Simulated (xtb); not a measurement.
# Run report: CoH10O6 (charge +1), geometry relaxation (part 1 of 4)

System: CoH10O6, charge +1, SMILES [OH][Co+]([OH])(<-[OH2])(<-[OH2])(<-[OH2])<-[OH2].
Method: GFN1-xTB (xtb 6.7.1).

The geometry comes from this level: GFN2-xTB.

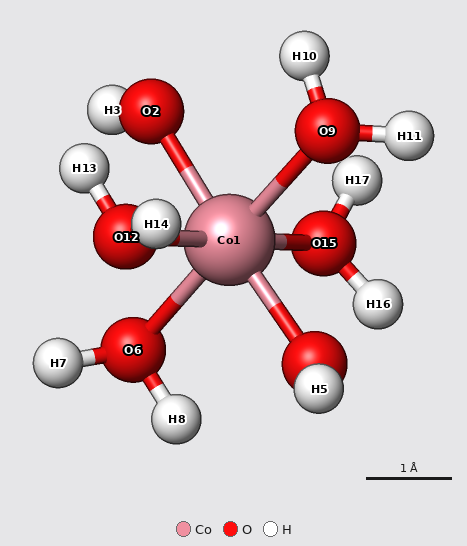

The starting structure (ball-and-stick view, seen at a tilt; atoms are numbered from 1 in the order of the input). Sticks mark near contacts. Bond lengths as drawn: Co–O 1.84 to 1.99 Å and H–O 0.96 to 0.98 Å.

## The input (coord)
```
$coord
      0.113307978433      0.007445520931      0.006840808571  co
     -0.329435955306      0.353095326386      3.437374026172  o
      0.864700880106     -0.436923577275      4.542164610412  h
      0.398845595864     -0.440476262389     -3.427906498287  o
     -0.025586891727      0.908126786450     -4.556696604310  h
      3.785612756418     -0.156148069678     -0.053006817796  o
      4.751886415723      1.335885192020      0.371784717759  h
      4.106072512632     -0.540764027823     -1.828914737935  h
     -3.636286598050      0.268983616579     -0.032125344119  o
     -4.190429886835      0.152500898257      1.716060293773  h
     -4.673954110343     -0.821426151852     -1.065503178109  h
      0.288164336744      3.694716929823      0.186345893149  o
      0.065346729390      3.850052417268      2.023178583547  h
     -1.033283347684      4.678319377691     -0.606828853140  h
      0.157451980704     -3.712782711575      0.007691185327  o
      0.226767134955     -4.301262324044     -1.728230130015  h
     -0.869160633760     -4.839305146248      1.007809839524  h
$end
```

Hardware: 1 thread of Intel Xeon @ 2.50GHz (Skylake/Cascade Lake), 189 GiB of memory available, shared host.

Launched with:
```bash
xtb coord --chrg 1 -u 0 --gfn 1 -o vtight --parallel 1 > run.log 2> xtb.err
```

## The program's output
```
* xtb version 6.7.1
   ID    Z sym.   atoms
    1   27 co     1
    2    8 o      2, 4, 6, 9, 12, 15
    3    1 h      3, 5, 7, 8, 10, 11, 13, 14, 16, 17

           -------------------------------------------------
          |                Calculation Setup                |
           -------------------------------------------------

          program call               : xtb coord --chrg 1 -u 0 --gfn 1 -o vtight --parallel 1
          coordinate file            : coord
          omp threads                :                     1

molecular fragmentation (1/2 indicates fragments):
11111111111111222
# atoms in fragment 1/2:    14     3
 fragment masses (1/2) :      146.99       18.02
CMA distance (Bohr)    :   4.280
constraining FC (au)   :  0.0500

           -------------------------------------------------
          |                 G F N 1 - x T B                 |
           -------------------------------------------------

      * Hamiltonian:
        H0-scaling (s, p, d)           1.850000    2.250000    2.000000
        zeta-weighting                 0.000000
      * Dispersion:
        s8                             2.400000
        a1                             0.630000
        a2                             5.000000
        s9                             0.000000
      * Repulsion:
        kExp                           1.500000
        rExp                           1.000000
      * Coulomb:
        alpha                          2.000000
        third order                    atomic
        anisotropic                    false
      * Halogen bond correction:
        rad-scale                      1.300000
        damping                        0.440000

          ...................................................
          :                      SETUP                      :
          :.................................................:
          :  # basis functions                  54          :
          :  # atomic orbitals                  53          :
          :  # shells                           35          :
          :  # electrons                        54          :
          :  # halogen bonds                     0          :
          :  max. iterations                   250          :
          :  Hamiltonian                  GFN1-xTB          :
          :  restarted?                      false          :
          :  GBSA solvation                  false          :
          :  PC potential                    false          :
          :  electronic temp.          300.0000000     K    :
          :  accuracy                    1.0000000          :
          :  -> integral cutoff          0.2500000E+02      :
          :  -> integral neglect         0.1000000E-07      :
          :  -> SCF convergence          0.1000000E-05 Eh   :
          :  -> wf. convergence          0.2000000E-04 e    :
          :  Broyden damping             0.4000000          :
          :  net charge                          1          :
          :  unpaired electrons                  0          :
          ...................................................

 iter      E             dE          RMSdq      gap      omega  full diag
   1    -36.7528043 -0.367528E+02  0.691E+00    1.65       0.0  T
   2    -36.8092489 -0.564447E-01  0.415E+00    1.20       1.0  T
   3    -36.7981196  0.111293E-01  0.129E+00    1.28       1.0  T
   4    -36.8185813 -0.204617E-01  0.244E-01    1.06       1.0  T
   5    -36.8192658 -0.684465E-03  0.482E-02    1.17       1.0  T
   6    -36.8192751 -0.934714E-05  0.287E-02    1.14       1.0  T
   7    -36.8192911 -0.159888E-04  0.369E-03    1.16       6.6  T
   8    -36.8192914 -0.311169E-06  0.751E-04    1.16      32.3  T
   9    -36.8192915 -0.113005E-07  0.215E-04    1.16     113.0  T
  10    -36.8192915 -0.533788E-09  0.120E-04    1.16     202.1  T
  11    -36.8192915 -0.225143E-09  0.135E-05    1.16    1791.7  T

   *** convergence criteria satisfied after 11 iterations ***

         #    Occupation            Energy/Eh            Energy/eV
      -------------------------------------------------------------
         1        2.0000           -0.9813006             -26.7025
       ...           ...                  ...                  ...
        21        2.0000           -0.6524584             -17.7543
        22        2.0000           -0.6336422             -17.2423
        23        2.0000           -0.6240685             -16.9818
        24        2.0000           -0.6195205             -16.8580
        25        2.0000           -0.5956673             -16.2089
        26        2.0000           -0.5879540             -15.9990
        27        2.0000           -0.5724737             -15.5778 (HOMO)
        28                         -0.5299337             -14.4202 (LUMO)
        29                         -0.4798258             -13.0567
        30                         -0.3389277              -9.2227
        31                         -0.3204746              -8.7206
        32                         -0.3150169              -8.5720
       ...                                ...                  ...
        53                          1.2943937              35.2222
      -------------------------------------------------------------
                  HL-Gap            0.0425401 Eh            1.1576 eV
             Fermi-level           -0.5512037 Eh          -14.9990 eV

 SCC (total)                   0 d,  0 h,  0 min,  0.045 sec
 SCC setup                      ...        0 min,  0.000 sec (  0.502%)
 Dispersion                     ...        0 min,  0.000 sec (  0.271%)
 classical contributions        ...        0 min,  0.000 sec (  0.131%)
 integral evaluation            ...        0 min,  0.011 sec ( 23.502%)
 iterations                     ...        0 min,  0.012 sec ( 26.256%)
 molecular gradient             ...        0 min,  0.022 sec ( 48.403%)
 printout                       ...        0 min,  0.000 sec (  0.867%)

         :::::::::::::::::::::::::::::::::::::::::::::::::::::
         ::                     SUMMARY                     ::
         :::::::::::::::::::::::::::::::::::::::::::::::::::::
         :: total energy             -36.646201870103 Eh    ::
         :: gradient norm              0.014896208918 Eh/a0 ::
         :: HOMO-LUMO gap              1.157573968826 eV    ::
         ::.................................................::
         :: SCC energy               -36.819291453748 Eh    ::
         :: -> electrostatic           0.356107910282 Eh    ::
         :: repulsion energy           0.179169683986 Eh    ::
         :: dispersion energy         -0.006080100341 Eh    ::
         :: halogen bond corr.         0.000000000000 Eh    ::
         :: add. restraining           0.000000000000 Eh    ::
         :: total charge               1.000000000000 e     ::
         :::::::::::::::::::::::::::::::::::::::::::::::::::::

      -----------------------------------------------------------
     |                   =====================                   |
     |                        A N C O P T                        |
     |                   =====================                   |
     |               Approximate Normal Coordinate               |
     |                Rational Function Optimizer                |
      -----------------------------------------------------------
      -----------------------------------------------------------
     |                   =====================                   |
     |                        A N C O P T                        |
     |                   =====================                   |
     |               Approximate Normal Coordinate               |
     |                Rational Function Optimizer                |
      -----------------------------------------------------------

          ...................................................
          :                      SETUP                      :
          :.................................................:
          :   optimization level         verytight          :
          :   max. optcycles                   340          :
          :   ANC micro-cycles                  20          :
          :   degrees of freedom                45          :
          :.................................................:
          :   RF solver                   davidson          :
          :   write xtbopt.log                true          :
          :   linear?                        false          :
          :   energy convergence         0.1000000E-06 Eh   :
          :   grad. convergence          0.2000000E-03 Eh/α :
          :   maxmium RF displ.          1.0000000          :
          :   Hlow (freq-cutoff)         0.1000000E-01      :
          :   Hmax (freq-cutoff)         5.0000000          :
          :   S6 in model hess.         20.0000000          :
          ...................................................

generating ANC from exact Hessian ...
Using Lindh-Hessian (1995)
 Shifting diagonal of input Hessian by    7.0785425906230125E-003
 Lowest  eigenvalues of input Hessian
    0.000000    0.000000    0.000000    0.000000    0.000000    0.000000
    0.010000    0.010374    0.010844    0.011876    0.012784    0.013570
    0.015123    0.016148    0.016478    0.016969    0.017392    0.018648
 Highest eigenvalues
    1.324370    1.426202    1.428592    1.439800    1.460551    1.486256

........................................................................
.............................. CYCLE    1 ..............................
........................................................................

 iter      E             dE          RMSdq      gap      omega  full diag
   1    -36.8192915 -0.368193E+02  0.188E-06    1.16       0.0  T
   2    -36.8192915 -0.213163E-13  0.860E-07    1.16   28207.1  T
   3    -36.8192915 -0.213163E-13  0.405E-07    1.16   59912.7  T
     SCC iter.                  ...        0 min,  0.004 sec
     gradient                   ...        0 min,  0.021 sec
 * total energy  :   -36.6462019 Eh     change       -0.2920331E-11 Eh
   gradient norm :     0.0148962 Eh/α   predicted     0.0000000E+00 (-100.00%)
   displ. norm   :     0.2103230 α      lambda       -0.1255879E-02
   maximum displ.:     0.1107344 α      in ANC's #6, #12, #13, ...

........................................................................
.............................. CYCLE    2 ..............................
........................................................................

 iter      E             dE          RMSdq      gap      omega  full diag
   1    -36.8219133 -0.368219E+02  0.288E-02    1.18       0.0  T
   2    -36.8219230 -0.967349E-05  0.122E-02    1.19       2.0  T
   3    -36.8219265 -0.351690E-05  0.440E-03    1.18       5.5  T
   4    -36.8219266 -0.557527E-07  0.107E-03    1.18      22.6  T
   5    -36.8219266 -0.282121E-08  0.267E-04    1.18      90.9  T
   6    -36.8219266 -0.451550E-09  0.123E-04    1.18     197.9  T
   7    -36.8219266 -0.719709E-10  0.618E-06    1.18    3921.7  T
     SCC iter.                  ...        0 min,  0.007 sec
     gradient                   ...        0 min,  0.023 sec
 * total energy  :   -36.6470748 Eh     change       -0.8729712E-03 Eh
   gradient norm :     0.0071561 Eh/α   predicted    -0.6557178E-03 ( -24.89%)
   displ. norm   :     0.2123253 α      lambda       -0.7133763E-03
   maximum displ.:     0.0813611 α      in ANC's #6, #13, #12, ...

........................................................................
.............................. CYCLE    3 ..............................
........................................................................

 iter      E             dE          RMSdq      gap      omega  full diag
   1    -36.8236553 -0.368237E+02  0.347E-02    1.25       0.0  T
   2    -36.8236674 -0.121628E-04  0.116E-02    1.26       2.1  T
   3    -36.8236704 -0.294647E-05  0.795E-03    1.25       3.1  T
   4    -36.8236706 -0.226918E-06  0.242E-03    1.25      10.0  T
   5    -36.8236706 -0.970189E-08  0.445E-04    1.25      54.5  T
   6    -36.8236706 -0.257597E-08  0.144E-04    1.25     168.2  T
   7    -36.8236706 -0.110823E-09  0.150E-05    1.25    1620.0  T
     SCC iter.                  ...        0 min,  0.007 sec
     gradient                   ...        0 min,  0.021 sec
 * total energy  :   -36.6475768 Eh     change       -0.5019836E-03 Eh
   gradient norm :     0.0057808 Eh/α   predicted    -0.3727677E-03 ( -25.74%)
   displ. norm   :     0.1906745 α      lambda       -0.3775264E-03
   maximum displ.:     0.0736031 α      in ANC's #2, #18, #13, ...

........................................................................
.............................. CYCLE    4 ..............................
........................................................................

 iter      E             dE          RMSdq      gap      omega  full diag
   1    -36.8236856 -0.368237E+02  0.312E-02    1.34       0.0  T
   2    -36.8236948 -0.920517E-05  0.107E-02    1.34       2.3  T
   3    -36.8236962 -0.138726E-05  0.799E-03    1.33       3.0  T
   4    -36.8236965 -0.258620E-06  0.225E-03    1.33      10.8  T
   5    -36.8236965 -0.529346E-08  0.504E-04    1.33      48.1  T
   6    -36.8236965 -0.287690E-08  0.134E-04    1.33     181.1  T
   7    -36.8236965 -0.112763E-09  0.177E-05    1.33    1373.7  T
     SCC iter.                  ...        0 min,  0.007 sec
     gradient                   ...        0 min,  0.021 sec
 * total energy  :   -36.6478116 Eh     change       -0.2347440E-03 Eh
   gradient norm :     0.0043552 Eh/α   predicted    -0.1956279E-03 ( -16.66%)
   displ. norm   :     0.0779013 α      lambda       -0.8539049E-04
   maximum displ.:     0.0391609 α      in ANC's #2, #18, #3, ...

........................................................................
.............................. CYCLE    5 ..............................
........................................................................

 iter      E             dE          RMSdq      gap      omega  full diag
   1    -36.8238438 -0.368238E+02  0.105E-02    1.36       0.0  T
   2    -36.8238454 -0.156787E-05  0.389E-03    1.36       6.2  T
   3    -36.8238456 -0.219119E-06  0.230E-03    1.36      10.6  T
   4    -36.8238456 -0.149223E-07  0.605E-04    1.36      40.1  T
   5    -36.8238456 -0.818986E-09  0.232E-04    1.36     104.5  T
   6    -36.8238456 -0.491596E-09  0.459E-05    1.36     528.3  T
   7    -36.8238456 -0.131450E-10  0.522E-06    1.36    4642.6  T
     SCC iter.                  ...        0 min,  0.008 sec
     gradient                   ...        0 min,  0.021 sec
 * total energy  :   -36.6478663 Eh     change       -0.5472484E-04 Eh
   gradient norm :     0.0022102 Eh/α   predicted    -0.4295462E-04 ( -21.51%)
   displ. norm   :     0.0539678 α      lambda       -0.3476732E-04
   maximum displ.:     0.0277925 α      in ANC's #1, #6, #12, ...

........................................................................
.............................. CYCLE    6 ..............................
........................................................................

 iter      E             dE          RMSdq      gap      omega  full diag
   1    -36.8242322 -0.368242E+02  0.390E-03    1.37       0.0  T
   2    -36.8242326 -0.354213E-06  0.200E-03    1.37      12.1  T
   3    -36.8242326 -0.651402E-07  0.760E-04    1.37      31.9  T
   4    -36.8242326 -0.115563E-09  0.219E-04    1.37     110.5  T
   5    -36.8242326 -0.406089E-09  0.767E-05    1.37     316.1  T
   6    -36.8242326 -0.362803E-10  0.206E-05    1.37    1175.8  T
     SCC iter.                  ...        0 min,  0.006 sec
     gradient                   ...        0 min,  0.021 sec
 * total energy  :   -36.6478887 Eh     change       -0.2238878E-04 Eh
   gradient norm :     0.0017436 Eh/α   predicted    -0.1743324E-04 ( -22.13%)
   displ. norm   :     0.0905210 α      lambda       -0.2607868E-04
   maximum displ.:     0.0469808 α      in ANC's #1, #4, #12, ...

........................................................................
.............................. CYCLE    7 ..............................
........................................................................
```
